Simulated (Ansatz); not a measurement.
**One shape, several levels: SiH2SeCl (SMILES Cl[SiH][SeH])**

Aim: a comparison of 6 runs (U-r2SCAN0/cc-pVDZ, U-revPBE/cc-pVDZ, U-wB97M-V/cc-pVDZ, UB3LYP/cc-pVDZ, UCAM-B3LYP/cc-pVDZ, UCCSD/cc-pVDZ) of SiH2SeCl. 

Program for the calculation: Ansatz 0.2.0.

69 further runs of the same task are left out: 69 set aside as unsound or not needed. Runs told in other sessions of the task aren't counted.

## Step 1: The molecule

The species is SiH2SeCl (5 atoms), meant as a doublet with charge 0. SMILES: `Cl[SiH][SeH]`. The Cl1–Si2 distance was set to 3.710 Å, away from the relaxed value. At this shape a bond of the SMILES string is far longer than usual.

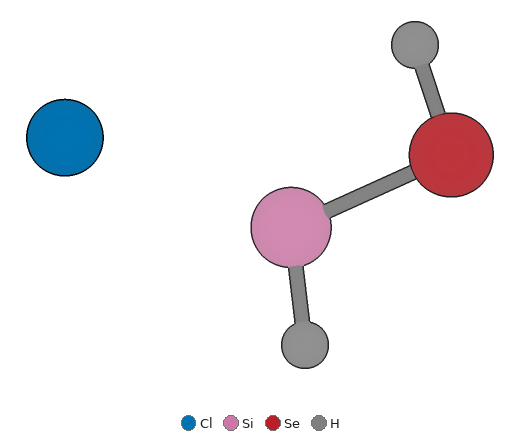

The structure, seen from a chosen angle (chlorine blue, silicon pink, selenium red, hydrogen grey).

## Step 2: The energy at U-r2SCAN0/cc-pVDZ (run 1)

File input.yaml:

```yaml
crystal:
  periodic: [false, false, false]
  atoms:
    - {symbol: Cl, position_ang: [-3.679898, 0.093989, 0.414147]}
    - {symbol: Si, position_ang: [-0.121800, -0.761200, -0.193900]}
    - {symbol: Se, position_ang: [1.300800, 0.972900, 0.128200]}
    - {symbol: H, position_ang: [0.283800, -1.778100, 0.815900]}
    - {symbol: H, position_ang: [0.685700, 1.778800, -0.935500]}
basis:
  gaussian: {orbitals: cc-pVDZ}
magnetization: {spin_polarized: true, initial_magnetization: 1}
hamiltonian: {xc: {name: r2SCAN0}}
accuracy: high
output: {orbitals: {seedname: orbitals}}
```

On the command line:

```sh
$ ansatz run input.yaml --threads 1 --pin off --max-ram 2610MiB --events-out events.jsonl --progress --plain --runs-dir runs
```

Log:

```text
Warning: RAYON_NUM_THREADS=1 ignored (pool sized by the plan → 1); use --threads N
Functional definition: r2SCAN0
  name "r2SCAN0"
  parameter a = 0.25
  parameter k0 = 0.174
  parameter k1 = 0.065
  parameter a1 = 4.9479
  exchange = (1 - a)*r2scan_x(k0 = k0, k1 = k1, a1 = a1) + a*exact_x
  correlation = r2scan_c
1513 factors; integrals over basis functions are off by at most 4.6e-9 eV
mean field evaluation 1: about -85773.7787 eV, gradient 1.7e1 eV
mean field evaluation 2: about -85618.8042 eV, gradient 1.0e2 eV
mean field evaluation 4: about -85776.3130 eV, gradient 9.7e0 eV
mean field evaluation 8: about -85777.1936 eV, gradient 7.9e-1 eV
mean field evaluation 16: about -85777.3261 eV, gradient 4.0e-1 eV
mean field evaluation 32: about -85777.3812 eV, gradient 8.7e-7 eV
mean field -85777.38120449 eV, -3152.2606172679 hartree, gradient 2.1e-8 eV, S^2 0.842282; 6 other end points of the search recorded, 0 dependent functions left out
reference -85777.38120595 eV, -3152.2606173214 hartree; 34, 33 occupied and 39, 40 virtual orbitals, 1513 factors
Total energy: -85777.38120595 eV, -3152.2606173214 hartree
```

It took 31 s on 1 thread of Intel Xeon 6975P-C (Granite Rapids), shared host; peak memory 0.54 GiB.

## Step 3: A single-point energy at U-revPBE/cc-pVDZ (run 2)

File molecule.yaml:

```yaml
crystal:
  periodic: [false, false, false]
  atoms:
    - {symbol: Cl, position_ang: [-3.679898, 0.093989, 0.414147]}
    - {symbol: Si, position_ang: [-0.121800, -0.761200, -0.193900]}
    - {symbol: Se, position_ang: [1.300800, 0.972900, 0.128200]}
    - {symbol: H, position_ang: [0.283800, -1.778100, 0.815900]}
    - {symbol: H, position_ang: [0.685700, 1.778800, -0.935500]}
basis:
  gaussian:
    orbitals: cc-pVDZ
hamiltonian:
  xc: {name: revPBE}
output:
  orbitals: {seedname: orbitals}
magnetization:
  spin_polarized: true
  initial_magnetization: 1
accuracy: high
```

On the command line:

```sh
$ ansatz run molecule.yaml --threads 1 --pin off --max-ram 2610MiB --events-out events.jsonl --progress --plain --runs-dir runs
```

Log:

```text
Warning: RAYON_NUM_THREADS=1 ignored (pool sized by the plan → 1); use --threads N
Functional definition: revPBE
  name "revPBE"
  parameter kappa = 1.245
  parameter beta = 0.06672455060314922
  exchange = pbe_x(kappa = kappa, mu = beta*pi^2/3)
  correlation = pbe_c(beta = beta)
1513 factors; integrals over basis functions are off by at most 4.6e-9 eV
mean field evaluation 1: about -85766.7236 eV, gradient 1.9e1 eV
mean field evaluation 2: about -85560.6358 eV, gradient 7.8e1 eV
mean field evaluation 4: about -85767.6466 eV, gradient 1.6e1 eV
mean field evaluation 8: about -85769.7994 eV, gradient 8.0e0 eV
mean field evaluation 16: about -85770.7524 eV, gradient 1.6e-6 eV
mean field evaluation 32: about -85766.9238 eV, gradient 1.1e1 eV
mean field evaluation 64: about -85770.6020 eV, gradient 1.9e0 eV
mean field -85770.75237968 eV, -3152.0170124492 hartree, gradient 2.7e-8 eV, S^2 0.764424; 10 other end points of the search recorded, 0 dependent functions left out
reference -85770.75238344 eV, -3152.0170125874 hartree; 34, 33 occupied and 39, 40 virtual orbitals, 1513 factors
Total energy: -85770.75238344 eV, -3152.0170125874 hartree
```

It took 9.6 s on 1 thread of Intel Xeon 6975P-C (Granite Rapids), shared host; peak memory 0.25 GiB.

Run 3 isn't shown in full; the table further down has it.

## Step 4: The energy at UB3LYP/cc-pVDZ (run 4)

File molecule.yaml:

```yaml
crystal:
  periodic: [false, false, false]
  atoms:
    - symbol: Cl
      position_ang: [-3.679898, 0.093989, 0.414147]
    - symbol: Si
      position_ang: [-0.121800, -0.761200, -0.193900]
    - symbol: Se
      position_ang: [1.300800, 0.972900, 0.128200]
    - symbol: H
      position_ang: [0.283800, -1.778100, 0.815900]
    - symbol: H
      position_ang: [0.685700, 1.778800, -0.935500]
basis:
  gaussian: {orbitals: cc-pVDZ}
hamiltonian: {xc: {name: B3LYP}}
magnetization: {spin_polarized: true, initial_magnetization: 1}
accuracy: high
output: {orbitals: {seedname: orbitals}}
```

On the command line:

```sh
$ ansatz run molecule.yaml --threads 1 --pin off --max-ram 2610MiB --events-out events.jsonl --progress --plain --runs-dir runs
```

Log:

```text
Warning: RAYON_NUM_THREADS=1 ignored (pool sized by the plan → 1); use --threads N
Functional definition: B3LYP
  name "B3LYP"
  parameter a0 = 0.2
  parameter ax = 0.72
  parameter ac = 0.81
  exchange = (1 - a0 - ax)*slater_x + ax*b88_x + a0*exact_x
  correlation = (1 - ac)*vwn_rpa_c + ac*lyp_c
1513 factors; integrals over basis functions are off by at most 4.6e-9 eV
mean field evaluation 1: about -85777.9516 eV, gradient 1.8e1 eV
mean field evaluation 2: about -85578.9485 eV, gradient 8.1e1 eV
mean field evaluation 4: about -85780.9096 eV, gradient 1.0e1 eV
mean field evaluation 8: about -85781.7667 eV, gradient 8.8e-1 eV
mean field evaluation 16: about -85781.8256 eV, gradient 2.6e-2 eV
mean field evaluation 32: about -85781.8260 eV, gradient 2.1e-4 eV
mean field evaluation 64: about -85781.7157 eV, gradient 1.2e0 eV
mean field -85781.82595251 eV, -3152.4239587446 hartree, gradient 2.3e-8 eV, S^2 0.775281; 6 other end points of the search recorded, 0 dependent functions left out
reference -85781.82599250 eV, -3152.4239602143 hartree; 34, 33 occupied and 39, 40 virtual orbitals, 1513 factors
Total energy: -85781.82599250 eV, -3152.4239602143 hartree
```

It took 14 s on 1 thread of Intel Xeon 6975P-C (Granite Rapids), shared host; peak memory 0.38 GiB.

Run 5 isn't shown in full; the table further down has it.

## Step 5: A single-point energy at UCCSD/cc-pVDZ (run 6)

File job.yaml:

```yaml
crystal:
  periodic: [false, false, false]
  atoms:
    - {symbol: Cl, position_ang: [-3.679898, 0.093989, 0.414147]}
    - {symbol: Si, position_ang: [-0.121800, -0.761200, -0.193900]}
    - {symbol: Se, position_ang: [1.300800, 0.972900, 0.128200]}
    - {symbol: H, position_ang: [0.283800, -1.778100, 0.815900]}
    - {symbol: H, position_ang: [0.685700, 1.778800, -0.935500]}
basis:
  gaussian:
    orbitals: cc-pVDZ
magnetization:
  spin_polarized: true
  initial_magnetization: 1
correlation:
  method: ccsd
  frozen_orbitals: {Cl: 5, H: 0, Se: 9, Si: 5}
accuracy: high
scf:
  omitted_lower_state_checks: [cluster_reference, increment]
```

On the command line:

```sh
$ ansatz run job.yaml --threads 1 --pin off --max-ram 2610MiB --events-out events.jsonl --progress --plain --runs-dir runs
```

Log:

```text
Warning: RAYON_NUM_THREADS=1 ignored (pool sized by the plan → 1); use --threads N
[... 18 lines left out ...]
19 core orbitals not correlated: weight in the atoms' cores, before any rotation towards them, 1.000 or more for the frozen orbitals, at most 0.000 for the correlated occupied ones
[... 58 lines left out ...]
Total energy: -85708.73641639 eV, -3149.7379678343 hartree
Checks for a lower state left out: cluster_reference, increment
```

It took 36 s on 1 thread of Intel Xeon 6975P-C (Granite Rapids), shared host; peak memory 0.47 GiB.

## Step 6: All runs side by side

| run | level | frozen core orbitals | energy (Eh) | HOMO energy (eV) | LUMO energy (eV) | ⟨S²⟩ | wall time |
| --- | --- | --- | --- | --- | --- | --- | --- |
| 1 | U-r2SCAN0/cc-pVDZ | – | -3152.260617 | -7.29 | -5.09 | 0.842 | 31 s |
| 2 | U-revPBE/cc-pVDZ | – | -3152.017013 | -5.94 | -5.71 | 0.764 | 9.6 s |
| 3 | U-wB97M-V/cc-pVDZ | – | -3152.158610 | -8.78 | -3.59 | 0.769 | 1.8 min |
| 4 | UB3LYP/cc-pVDZ | – | -3152.423960 | -7.02 | -5.33 | 0.775 | 14 s |
| 5 | UCAM-B3LYP/cc-pVDZ | – | -3152.480641 | -8.10 | -4.29 | 0.799 | 18 s |
| 6 | UCCSD/cc-pVDZ | 19 | -3149.737968 | – | – | 1.029 | 36 s |

## Step 7: What came out

| quantity | value |
| --- | --- |
| run 6: total energy | -3149.73797 Eh |
| run 6: correlation energy (19 core orbitals frozen) | -377.2 mEh |
| run 6: ⟨S²⟩ of the reference determinant | 1.029 |
| run 6: T1 diagnostic | 0.037 |

What this shows: Totals of different functionals can't be ranked against each other. Spin contamination of the reference: run 6 ⟨S²⟩ = 1.03. All runs together took 3.6 min, the longest 1.8 min.
